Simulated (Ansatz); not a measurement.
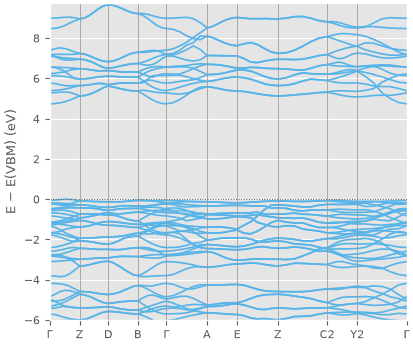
Figure. Band structure from the program Ansatz at the r²SCAN level (PAW)

### Question
Read off the gap and where the band edges lie.

### Answer
About 4.7 eV (4.74 eV by a search for the band edges); maximum on the Γ–Z line, 54 % of the way from Γ, minimum at Γ.

The material is GeSe₂O₆ in space group P2_1/c (No. 14; Pearson symbol mP18).

The workflow started from a Materials Project entry (that database holds measured and hypothetical structures alike); the Crystallography Open Database copy checked does not list it. Its standing as an ambient phase is unchecked. The r²SCAN relaxation kept the symmetry of its start; its stability against distortions is not shown here. Spin–orbit coupling is left out wherever it is not named.

Potentials: the later of the program's two PAW sets.
